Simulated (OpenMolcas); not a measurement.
**Run report: W⁵⁺ complex, multiconfigurational calculation**

- system: W⁵⁺ with 6 ligands (F; octahedron, 1.93 Å), neutralised by 6 outer point charges of +0.17 e, whose field is part of the energies.
- method: state-averaged CASSCF, active space 1 electron in the shell 5d, basis ANO-RCC-VDZP on the metal and ANO-RCC-VDZP on the ligands, DKH2 scalar Hamiltonian, spin-orbit coupling by RASSI with atomic mean-field integrals (OpenMolcas)

Input:
```
&GATEWAY
Coord
7

W 0.0 0.0 0.0
F 1.930000 0.000000 0.000000
F 0.000000 1.930000 0.000000
F -1.930000 0.000000 0.000000
F 0.000000 -1.930000 0.000000
F 0.000000 0.000000 1.930000
F 0.000000 0.000000 -1.930000
Basis=W.ANO-RCC-VDZP,F.ANO-RCC-VDZP
Group=XYZ
NoMove
AngMom=0.0 0.0 0.0
AMFI
RICD
XField
3 Angstrom 0
5.130000 0.000000 0.000000 0.166667
0.000000 5.130000 0.000000 0.166667
0.000000 0.000000 5.130000 0.166667
&SEWARD
&RASSCF
FileOrb=start.orb
Symmetry=1
Spin=2
nActEl=1 0 0
Inactive=30 34
Ras2=5 0
CIRoot=5 5 1
SDav=5
CIMx=300
Iter=150 100
PrWF=0.3
OrbListing=Nothing
MaxOrb=0
LevShft=1.0
>>> COPY $Project.JobIph JOB001
&RASSI
NrOfJobIphs=1 5
1 2 3 4 5
IphNames
JOB001
EJob
SpinOrbit
DIPRint=1.0
SOCoupling=1000.0
Subsets=2
Property=9
'ANGMOM' 1 'ANGMOM' 2 'ANGMOM' 3 'MLTPL  1' 1 'MLTPL  1' 2 'MLTPL  1' 3
'AMFI' 1 'AMFI' 2 'AMFI' 3
SOProperty=3
'ANGMOM' 1 'ANGMOM' 2 'ANGMOM' 3
```

The file start.orb holds starting orbitals from an earlier step. A driver script formed the levels outside the program, from RASSI's spin-orbit matrix and the active-space energies, averaged over the components of each term or state.

Hardware: 1 thread of Arm Neoverse V1, 24 GiB of memory available, shared host.

Run as:
```bash
OMP_NUM_THREADS=1 MOLCAS_MEM=2457 MOLCAS_PROJECT=a pymolcas a.inp > a.log  # once for each step of the input, in one work folder
```

Log (extracts):
```
--- SEWARD ---
Basis set label: W.ANO-RCC...7S6P4D2F1G.

      Electronic valence basis set:
      ------------------
      Associated Effective Charge  74.000000 au
      Associated Actual Charge     74.000000 au
      Nuclear Model: Point charge

      Shell  nPrim  nBasis  Cartesian Spherical Contaminant
         s      24       7        X
         p      21       6        X
         d      15       4                 X
         f      11       2                 X
         g       4       1                 X
                  Relativistic Douglas-Kroll-Hess integrals:
                    - DKH order of Hamiltonian: 2
                    - DKH order of Properties : 0
                  Atomic mean-field integrals
--- RASSCF ---
Wave function specifications:
      -----------------------------

      Number of closed shell electrons         128
      Number of electrons in active shells       1
      Max number of holes in RAS1 space          0
      Max nr of electrons in RAS3 space          0
      Number of inactive orbitals               64
      Number of active orbitals                  5
      Number of secondary orbitals              83
      Spin quantum number                      0.5
      State symmetry                             1
Orbital specifications:
      -----------------------

      Symmetry species                           1   2
                                                ag  au
      Frozen orbitals                            0   0
      Inactive orbitals                         30  34
      Active orbitals                            5   0
      RAS1 orbitals                              0   0
      RAS2 orbitals                              5   0
      RAS3 orbitals                              0   0
      Secondary orbitals                        43  40
      Deleted orbitals                           0   0
      Number of basis functions                 78  74
      Number of CSFs                             5
      Number of root(s) required                 5
      Iter CI   SX   CI       RASSCF       Energy    max ROT     max BLB   max BLB  Level Ln srch  Step   QN
          iter iter root      energy       change     param      element    value   shift minimum  type update
 Nr of preliminary CI iterations:   1
      Total energies have been shifted. Add               -16000.00 au
        1   1   10    0  -723.66998597    0.00E+00  -1.29E-01*  30  33 1  4.14E-01*  0.93   0.00    SX    NO
        2   1   10    0  -724.80107337   -1.13E+00* -1.06E-01*  30  33 1  2.83E-01*  0.63   0.00    SX    NO
        3   1   10    0  -725.08562685   -2.85E-01* -4.34E-02   30  33 1  1.22E-01*  0.72   0.00    SX    NO
        4   1   10    0  -725.13644142   -5.08E-02*  1.71E-02   30  33 1  4.97E-02*  0.76   0.00    SX    NO
        5   1    9    0  -725.14797725   -1.15E-02*  1.84E-02   30  33 1  2.66E-02*  0.77   1.56    QN   YES
        6   1    9    0  -725.15203660   -4.06E-03*  4.90E-03   13  38 2 -1.17E-02*  0.78   0.94    QN   YES
        7   1    8    0  -725.15227118   -2.35E-04* -2.57E-03   30  33 1 -1.85E-03*  0.77   1.18    QN   YES
        8   1    8    0  -725.15231218   -4.10E-05* -1.42E-03   13  38 2  1.38E-03*  0.77   1.56    LS   YES
        9   1    8    0  -725.15231821   -6.03E-06*  4.16E-04   13  38 2  1.35E-03*  0.77   1.01    QN   YES
       10   1    7    0  -725.15232429   -6.08E-06*  3.11E-04   20  34 1 -4.17E-04*  0.77   1.75    LS   YES
       11   1    7    0  -725.15232565   -1.37E-06* -2.25E-04   11  36 2 -7.38E-04*  0.77   1.00    QN   YES
       12   1    7    0  -725.15232671   -1.06E-06* -1.77E-04   13  38 2 -2.50E-04*  0.77   1.79    LS   YES
       13   1    6    0  -725.15232697   -2.55E-07*  6.34E-05   11  36 2  1.42E-04*  0.77   1.00    QN   YES
       14   1    6    0  -725.15232705   -7.80E-08*  4.84E-05   11  36 2  4.88E-05   0.77   1.47    QN   YES
       15   1    5    0  -725.15232707   -1.81E-08* -5.80E-06   17  42 2  1.03E-05   0.77   1.10    QN   YES
       16   1    4    0  -725.15232707   -9.93E-10  -2.21E-06   17  42 2  4.99E-06   0.77   1.40    QN   YES
      Convergence after 16 iterations
       17   1    4    0  -725.15232707   -1.53E-10  -2.21E-06   18  51 1  2.11E-06   0.77   1.40    QN   YES
      Natural orbitals and occupation numbers for root  1
      sym 1:   1.000000  -0.000000   0.000000   0.000000   0.000000
      Natural orbitals and occupation numbers for root  2
      sym 1:   0.000000   1.000000  -0.000000  -0.000000  -0.000000
      Natural orbitals and occupation numbers for root  3
      sym 1:   0.000000   0.000000   0.000000   1.000000   0.000000
::    RASSCF root number  1 Total energy: -16725.22494779
::    RASSCF root number  2 Total energy: -16725.22494779
::    RASSCF root number  3 Total energy: -16725.22494779
::    RASSCF root number  4 Total energy: -16725.04339598
::    RASSCF root number  5 Total energy: -16725.04339598
--- RASSI ---
SPIN-FREE ENERGIES:
  (Shifted by EMIN (a.u.) =     -16725.2249477893)

 SF State       Relative EMIN(au)   Rel lowest level(eV)    D:o, cm**(-1)

     1             0.0000000000        0.0000000000              0.0000
     2             0.0000000000        0.0000000000              0.0000
     3             0.0000000000        0.0000000000              0.0000
     4             0.1815518047        4.9402762823          39846.0154
     5             0.1815518059        4.9402763139          39846.0157
     Dipole printing threshold changed to   1.00000000E+00
Eigenvalues of complex Hamiltonian:
   -----------------------------------
  (Shifted by EMIN (a.u.) =     -16725.2249477893)

 SO State       Relative EMIN(au)   Rel lowest level(eV)    D:o, cm**(-1)

     1            -0.0086209064        0.0000000003              0.0000
     2            -0.0086209064        0.0000000003              0.0000
     3            -0.0086209065        0.0000000000              0.0000
     4            -0.0086209065        0.0000000000              0.0000
     5             0.0138467856        0.6113770464           4931.0884
     6             0.0138467856        0.6113770464           4931.0884
     7             0.1832493184        5.2210547975          42110.6469
     8             0.1832493184        5.2210547975          42110.6469
     9             0.1832493195        5.2210548288          42110.6471
    10             0.1832493195        5.2210548288          42110.6471
Weights of the five most important spin-orbit-free states for each spin-orbit state.

 SO State  Total energy (au)           Spin-free states, spin, and weights
 -------------------------------------------------------------------------------------------------------
    1        -0.008621       3 0.5  0.5018    2 0.5  0.4893    5 0.5  0.0087    1 0.5  0.0001    4 0.5  0.0001
    2        -0.008621       3 0.5  0.5039    2 0.5  0.4871    5 0.5  0.0087    1 0.5  0.0002    4 0.5  0.0001
    3        -0.008621       1 0.5  0.6607    2 0.5  0.1715    3 0.5  0.1590    4 0.5  0.0087    5 0.5  0.0001
    4        -0.008621       1 0.5  0.6606    2 0.5  0.1737    3 0.5  0.1569    4 0.5  0.0087    5 0.5  0.0001
    5         0.013847       2 0.5  0.3333    3 0.5  0.3333    1 0.5  0.3333    4 0.5  0.0000    5 0.5  0.0000
    6         0.013847       2 0.5  0.3333    3 0.5  0.3333    1 0.5  0.3333    4 0.5  0.0000    5 0.5  0.0000
    7         0.183249       4 0.5  0.9912    1 0.5  0.0058    3 0.5  0.0020    2 0.5  0.0010    5 0.5  0.0000
    8         0.183249       4 0.5  0.9912    1 0.5  0.0058    3 0.5  0.0020    2 0.5  0.0010    5 0.5  0.0000
    9         0.183249       5 0.5  0.9912    2 0.5  0.0049    3 0.5  0.0039    1 0.5  0.0001    4 0.5  0.0000
   10         0.183249       5 0.5  0.9912    2 0.5  0.0049    3 0.5  0.0039    1 0.5  0.0001    4 0.5  0.0000
 -------------------------------------------------------------------------------------------------------
```

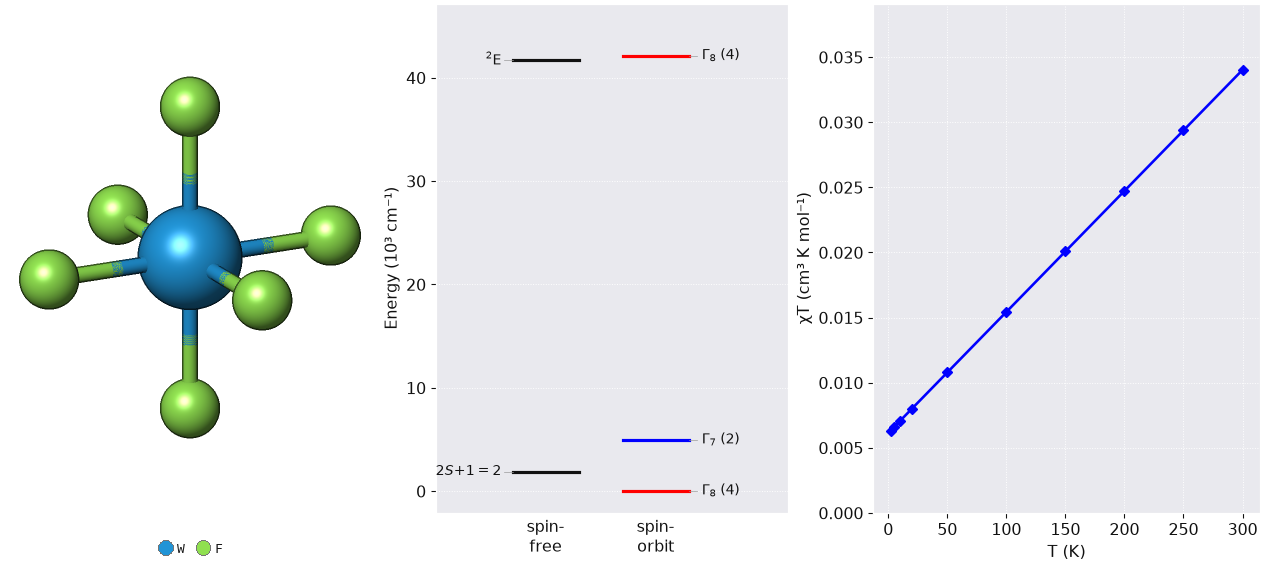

**Figure 1.** W⁵⁺ (5d) with 6 ligands, F⁻, at 1.93 Å (arrangement: octahedron, Oh), neutralised by outer point charges of +0.17 e, and its levels and susceptibility. Labels give the representation in O, Td, D4 or D3 as the site allows (double group for half-integer spin) where it could be assigned and, in brackets, the degeneracy; spin-free states, where drawn, share the zero of the spin-orbit levels. Powder susceptibility by Van Vleck's formula. The ground level is Γ₈, 4-fold degenerate, 100 % from states of spin multiplicity 2. The next level lies at 4,930 cm⁻¹ (Γ₇). A ligand-field fit to the spin-free states gives |10Dq| = 39,800 cm⁻¹. χT is 0.00632 cm³ K mol⁻¹ at 2 K and 0.0340 at 300 K, an effective moment of 0.52 μB. The active orbitals hold 72 to 85 % metal character (Löwdin), and the Mulliken charge of the metal is +2.72.

Summary:

```tsv
quantity	value
outcome	converged
energy of the lowest spin-free term	−16725.22495 hartree
energy of the lowest spin-orbit level	−16725.23357 hartree
largest spread among components of a term	0.0 cm⁻¹
wall time	14 s
peak memory	0.6 GiB
```

Notes:

Caveats: covalent bonds, ligand orbitals missing from the active space; distances are set from ionic radii, not optimised.
